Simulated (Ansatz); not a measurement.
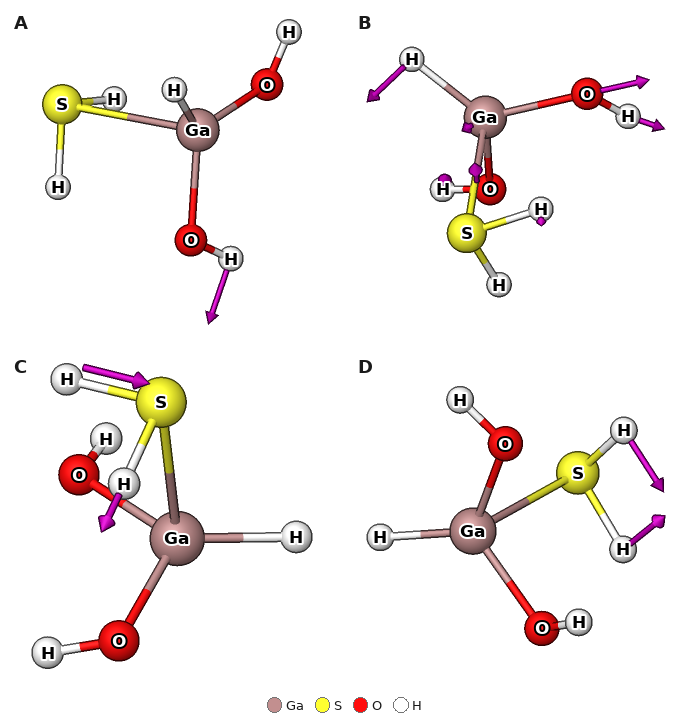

4 normal modes of one molecule or complex, as arrows. Harmonic vibrations computed with RKS PBE0-D4/def2-TZVP (Ansatz 0.2.0) at a stationary point of the same level.

> Match the panels to the wavenumbers 675 cm⁻¹, 847 cm⁻¹, 1206 cm⁻¹, 2718 cm⁻¹.

A: 847 cm⁻¹, Ga–O–H bending
B: 675 cm⁻¹, out-of-phase stretching of 2 Ga–O bonds
C: 2718 cm⁻¹, out-of-phase stretching of 2 S–H bonds
D: 1206 cm⁻¹, H–S–H bending
